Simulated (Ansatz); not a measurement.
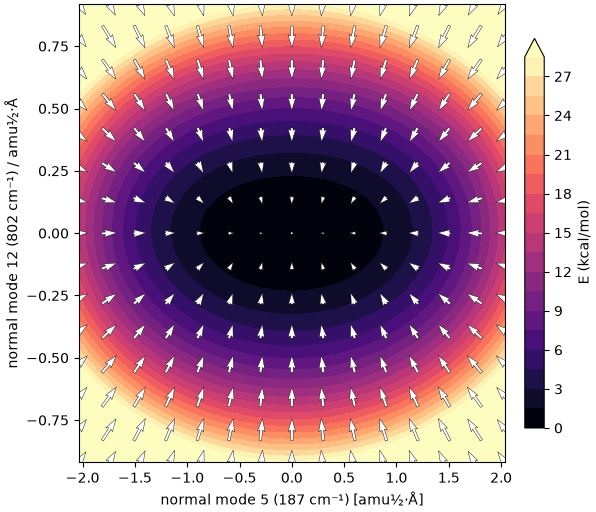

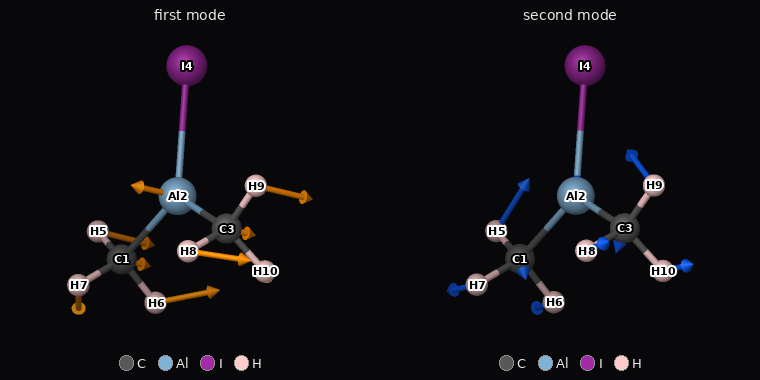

Energy landscape of C2H6AlI, SMILES [CH3][Al]([CH3])[I]. First axis: normal mode 5 (187 cm⁻¹). Second axis: normal mode 12 (802 cm⁻¹). Nothing is relaxed (straight displacements along the two mass-weighted modes). Grid: 15 × 15 points. Points are written as (first, second). Energies: kcal/mol, counted from the relaxed molecule at the same level. Level of theory: Ansatz, RHF/def2-SVP.

The picture shows filled contours, arrows along the force (downhill), their lengths compressed, one colour for all values above the top of the scale. Between grid points the surface is interpolated. The second picture is the structure at the lowest point

Q: What does the map say about the system?

A: The lowest grid point is at (0.000 amu½·Å, 0.000 amu½·Å), 0.0 kcal/mol from the relaxed molecule at the same level. No other kind of well shows on this grid. The highest grid point, (−2.036 amu½·Å, −0.919 amu½·Å), lies 56.1 kcal/mol above the lowest.

Grid values (kcal/mol):

```tsv
normal mode 12 (802 cm⁻¹) ↓, normal mode 5 (187 cm⁻¹) →	−2.036	−1.745	−1.454	−1.164	−0.873	−0.582	−0.291	0.000	0.291	0.582	0.873	1.164	1.454	1.745	2.036
0.919	53.6	46.2	40.4	35.8	32.4	30.1	28.8	28.3	28.8	30.1	32.4	35.8	40.3	46.2	53.6
0.788	42.9	36.0	30.6	26.5	23.5	21.5	20.4	20.0	20.4	21.5	23.5	26.5	30.6	36.0	42.9
0.657	34.0	27.5	22.5	18.9	16.3	14.6	13.7	13.4	13.7	14.6	16.3	18.9	22.5	27.5	34.0
0.525	26.7	20.6	16.1	12.9	10.6	9.2	8.5	8.2	8.5	9.2	10.6	12.9	16.1	20.7	26.8
0.394	21.2	15.5	11.3	8.4	6.5	5.3	4.7	4.5	4.7	5.3	6.5	8.4	11.3	15.5	21.3
0.263	17.4	11.9	8.0	5.3	3.6	2.6	2.1	1.9	2.1	2.6	3.6	5.3	8.0	11.9	17.5
0.131	15.3	9.9	6.1	3.5	2.0	1.1	0.6	0.5	0.6	1.1	2.0	3.5	6.1	9.9	15.3
0.000	14.7	9.3	5.5	3.0	1.5	0.6	0.1	0.0	0.1	0.6	1.5	3.0	5.5	9.3	14.8
−0.131	15.8	10.3	6.3	3.7	2.1	1.1	0.6	0.5	0.6	1.1	2.1	3.7	6.3	10.3	15.8
−0.263	18.4	12.6	8.5	5.6	3.8	2.7	2.1	1.9	2.1	2.7	3.8	5.6	8.5	12.6	18.4
−0.394	22.6	16.5	12.0	8.9	6.7	5.4	4.7	4.4	4.7	5.4	6.7	8.8	12.0	16.5	22.6
−0.525	28.4	21.9	17.0	13.5	11.0	9.4	8.5	8.2	8.5	9.4	11.0	13.4	17.0	21.9	28.4
−0.657	35.9	28.9	23.6	19.6	16.7	14.8	13.7	13.4	13.7	14.8	16.7	19.6	23.6	28.9	35.8
−0.788	45.1	37.7	31.8	27.3	24.1	21.9	20.6	20.2	20.6	21.9	24.1	27.3	31.8	37.6	45.0
−0.919	56.1	48.2	41.8	36.9	33.2	30.7	29.3	28.8	29.3	30.7	33.2	36.9	41.8	48.1	56.0
```

Each point was launched as `ansatz run input.yaml --threads 1 --pin off --max-ram 2560MiB --backend cpu --events-out ev --progress --plain --runs-dir out`. Time for the 225 points that were run: 21 min on 1 thread of Arm Neoverse N1 (shared host).
